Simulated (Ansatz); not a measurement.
```yaml
atoms:
  - { symbol: Mo, position_ang: [0.4149, -0.1637, -0.3748] }
  - { symbol: N, position_ang: [-0.9930, 0.9537, 0.2518] }
  - { symbol: O, position_ang: [1.0513, -1.2441, 1.0067] }
  - { symbol: S, position_ang: [-0.3712, -1.3446, -1.9341] }
  - { symbol: S, position_ang: [1.9795, 1.0813, -1.0432] }
  - { symbol: H, position_ang: [-0.8508, 1.8925, 0.6155] }
  - { symbol: H, position_ang: [-1.9800, 0.7272, 0.1645] }
  - { symbol: H, position_ang: [0.6975, -2.1258, 1.1770] }
```

Geometry: PBE0-D4/def2-SVP; core potentials replace the inner electrons of Mo.

All numbers below come from isolated molecule in a Gaussian basis; Kohn-Sham density functional theory, functional PBE0 in Ansatz.

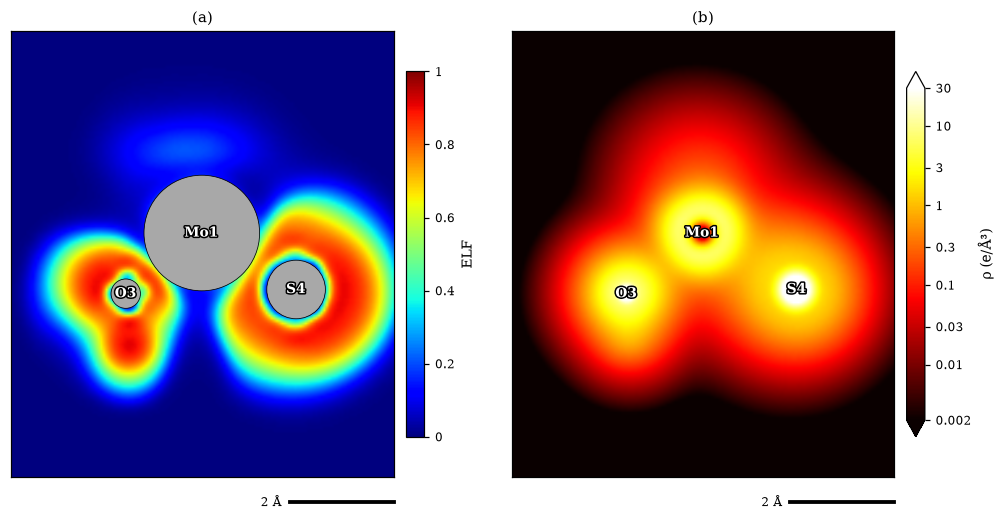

H3MoNOS2. (a) electron localisation function; (b) electron density on the plane of atoms O3, Mo1 and S4. Grey discs cover the atomic cores in the ELF map.

### Interpret the plot.

- The section cuts through Mo, O and S sites.
- Mo–O (1.87 Å): ρ at the midpoint is about 1.2 e/Å³; the ELF peaks at about 0.85 in the valence shell of O, 0.5 Å from its nucleus, and drops to about 0.30 between the two atoms.
- Mo–S (2.11 Å): ρ at the midpoint is about 1.1 e/Å³; the ELF peaks at about 0.75 in the valence shell of S, 0.8 Å from its nucleus, and is about 0.50 at the midpoint.
